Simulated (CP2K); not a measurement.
**CH3F (SMILES CF) at GFN1-xTB**

Aim: the energy change on altering one bond length of CH3F at GFN1-xTB, from 2 runs. 

The calculation is run with CP2K 2026.2.

8 further runs of the same task are left out: 6 that didn't finish, 2 set aside as unsound or not needed.

## (1) The system as given

CH3F has 5 atoms, charge 0, and is taken as a singlet. SMILES: `CF`. Geometry: relaxed at PBE0-D4/def2-TZVP.

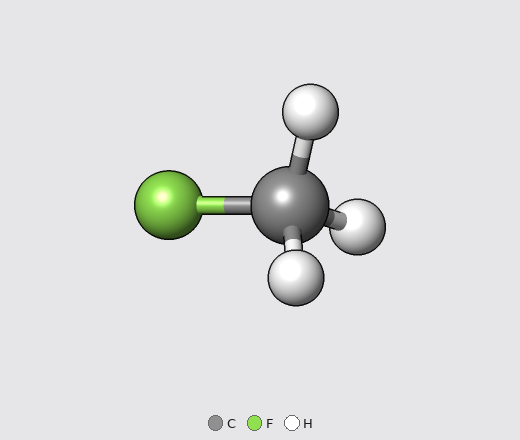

The structure, seen from a chosen angle (carbon grey, fluorine green, hydrogen white).

## (2) The energy at GFN1-xTB

File calc.inp:

```
&GLOBAL
 PROJECT_NAME calc
 RUN_TYPE ENERGY
 PRINT_LEVEL MEDIUM
&END

&FORCE_EVAL
 METHOD QS
 &DFT
  &QS
   METHOD XTB
   EPS_DEFAULT 1.0E-10
   &XTB
    GFN_TYPE 1
    CHECK_ATOMIC_CHARGES F
   &END
  &END
  &POISSON
   PERIODIC NONE
   POISSON_SOLVER ANALYTIC
  &END
  &SCF
   SCF_GUESS ATOMIC
   EPS_SCF 1.0E-07
   MAX_SCF 150
   &DIAGONALIZATION
    ALGORITHM STANDARD
   &END
   &MIXING
    METHOD BROYDEN_MIXING
    ALPHA 0.4
    NBUFFER 8
   &END
  &END
  &PRINT
   &MOMENTS
    PERIODIC F
    REFERENCE COM
    MAX_MOMENT 1
   &END
   &MO ON
    ENERGIES T
    OCCUPATION_NUMBERS T
    NDIGITS 6
    &EACH
     QS_SCF 0
    &END
    ADD_LAST NUMERIC
   &END
   &HIRSHFELD OFF
   &END
  &END
 &END
 &SUBSYS
  &CELL
   ABC 14 13.5 13.8
   PERIODIC NONE
  &END
  &COORD
   UNIT bohr
   C     -0.0958091     0.0621720     0.0147399
   F      2.0675494    -1.3426504    -0.3186078
   H     -1.7360914    -1.1846693    -0.1096041
   H     -0.1980433     1.5042220    -1.4588686
   H     -0.0374166     0.9609257     1.8721517
  &END
  &TOPOLOGY
   &CENTER_COORDINATES
   &END
  &END
 &END
&END
```

Launch:

```console
OMP_NUM_THREADS=1 cp2k.psmp -i calc.inp > calc.out 2>&1
```

The log of the run:

```text
CP2K| version string:                                       CP2K version 2026.2
[...]
 GLOBAL| Method name                                                        CP2K
[...]
 GLOBAL| Run type                                                         ENERGY
[...]
                             - Atoms:                                          5
[...]
                             - Spherical basis functions:                     14
[...]
 Number of electrons:                                                         14
[...]
     1 NoMix/Diag. 0.40E+00    0.0     0.34317574        -8.8331325689 -8.83E+00
[...]
    18 Broy./Diag. 0.40E+00    0.0     4.6303E-09        -8.8696563209  5.00E-08
  *** SCF run converged in    18 steps ***
[...]
 TB_DIPOLE| Moment [Debye]         -1.68232062       1.09241995       0.25923625
 TB_DIPOLE| Derivative [a.u.]       0.00000000       0.00000000       0.00000000
[...]
 ENERGY| Total FORCE_EVAL ( QS ) energy [hartree]             -8.869656320908385
[...]
```

It took 0.34 s on 1 thread of Arm Neoverse V1, shared host.

## (3) The distorted shape

File calc.inp:

```
&FORCE_EVAL
 METHOD Quickstep
 &DFT
  &QS
   METHOD XTB
   EPS_DEFAULT 1.0E-10
   &XTB
    GFN_TYPE 1
    CHECK_ATOMIC_CHARGES F
   &END XTB
  &END QS
  &POISSON
   PERIODIC NONE
   POISSON_SOLVER ANALYTIC
  &END POISSON
  &SCF
   SCF_GUESS ATOMIC
   EPS_SCF 1.0E-07
   MAX_SCF 150
   &DIAGONALIZATION
    ALGORITHM STANDARD
   &END DIAGONALIZATION
   &MIXING
    METHOD BROYDEN_MIXING
    ALPHA 0.4
    NBUFFER 8
   &END MIXING
  &END SCF
  &PRINT
   &MOMENTS
    PERIODIC F
    REFERENCE COM
    MAX_MOMENT 1
   &END MOMENTS
   &MO ON
    ENERGIES T
    OCCUPATION_NUMBERS T
    NDIGITS 6
    &EACH
     QS_SCF 0
    &END EACH
    ADD_LAST NUMERIC
   &END MO
   &HIRSHFELD OFF
   &END HIRSHFELD
  &END PRINT
 &END DFT
 &SUBSYS
  &CELL
   ABC 14 13.7 14
   PERIODIC NONE
  &END CELL
  &COORD
   UNIT bohr
   C     -0.0651407    -0.3704184     0.4567959
   F      2.0982177    -1.7752408     0.1234482
   H     -1.7054230    -1.6172597     0.3324520
   H     -0.1980433     1.5042220    -1.4588686
   H     -0.0067482     0.5283353     2.3142077
  &END COORD
  &TOPOLOGY
   &CENTER_COORDINATES
   &END CENTER_COORDINATES
  &END TOPOLOGY
 &END SUBSYS
&END FORCE_EVAL

&GLOBAL
 PROJECT_NAME calc
 RUN_TYPE ENERGY
 PRINT_LEVEL MEDIUM
&END GLOBAL
```

Launch:

```console
OMP_NUM_THREADS=1 cp2k.psmp -i calc.inp -o calc.out
```

The log of the run:

```text
CP2K| version string:                                       CP2K version 2026.2
[...]
 GLOBAL| Method name                                                        CP2K
[...]
 GLOBAL| Run type                                                         ENERGY
[...]
                             - Atoms:                                          5
[...]
                             - Spherical basis functions:                     14
[...]
 Number of electrons:                                                         14
[...]
     1 NoMix/Diag. 0.40E+00    0.0     0.34659271        -8.7937228535 -8.79E+00
[...]
    19 Broy./Diag. 0.40E+00    0.0     0.00000006        -8.8331354371 -1.68E-07
  *** SCF run converged in    19 steps ***
[...]
 TB_DIPOLE| Moment [Debye]         -1.61807384       0.97457625       0.33175789
 TB_DIPOLE| Derivative [a.u.]       0.00000000       0.00000000       0.00000000
[...]
 ENERGY| Total FORCE_EVAL ( QS ) energy [hartree]             -8.833135437116868
[...]
```

Run time: 0.34 s. Hardware: 1 thread of Arm Neoverse V1, shared host.

## (4) What came out

At GFN1-xTB:

| quantity | value |
| --- | --- |
| first shape: total energy | -8.86966 Eh |
| first shape: dipole moment (from atomic charges alone) | 2.02 D |
| first shape: HOMO energy | -13.47 eV |
| first shape: dispersion energy | -1.30 kJ/mol |
| distorted shape: total energy | -8.83314 Eh |
| distorted shape: dipole moment (from atomic charges alone) | 1.92 D |
| distorted shape: HOMO energy | -13.29 eV |
| distorted shape: dispersion energy | -1.45 kJ/mol |
| energy change with the C1–H4 bond stretched from 1.092 to 1.420 Å | 0.994 eV |

**Reading.** With the C1–H4 bond stretched from 1.092 to 1.420 Å the energy rises by 0.99 eV (95.9 kJ/mol). The first shape isn't relaxed at this level, so the change isn't measured from a minimum. The dipole (first shape) comes from point charges on the atoms alone, without atomic dipoles, so it is partial. The dipole (distorted shape) comes from point charges on the atoms alone, without atomic dipoles, so it is partial.
